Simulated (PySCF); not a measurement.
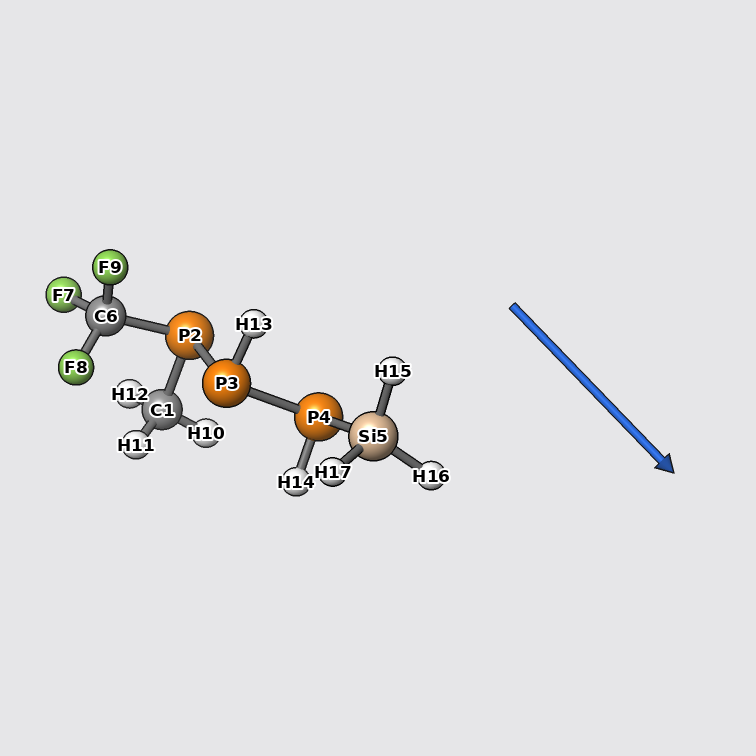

The arrow beside the molecule shows the direction of the dipole moment, from the negative to the positive end (its length means nothing). The computed structure is the end point of a GFN2-xTB optimisation. No frequency run is at hand to confirm it as a minimum. Method: PBE0/pcSseg-1, gas phase (PySCF 2.14.0).

**Estimate the dipole moment.**

2.69 D; it points from the side of F7 to the side of H16 (the outermost atoms at the two ends).

The geometry is semi-empirical. Around P, Si such bond lengths and angles can be off by a tenth of an ångström or more and by several degrees, and values that hang on the shape move with them.
